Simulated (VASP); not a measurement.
Band structure of Hf (relaxed from the diamond structure, space group Fd-3m). These are r2SCAN meta-GGA, VASP's PBE PAW potentials (set 64) (plane waves; VASP 6.6.1) values and carry that method's errors.

Unless said otherwise, spin-orbit coupling is left out, though it shifts the bands of the heavy elements here.

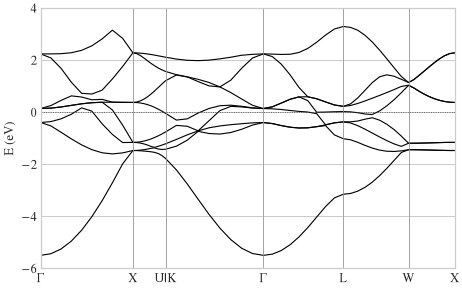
Fig. 1. Bands along high-symmetry lines, zero at the valence-band maximum or, without a gap, the Fermi level

**Question.** Read the plot: is there a gap, and where are the band edges?

**Answer.** It has no gap at this level: it comes out as a metal or semimetal.

The structure was generated: Hf was put into the diamond type (Fd-3m), which need not be its known phase. It was relaxed first, which changed the volume by +5 %.
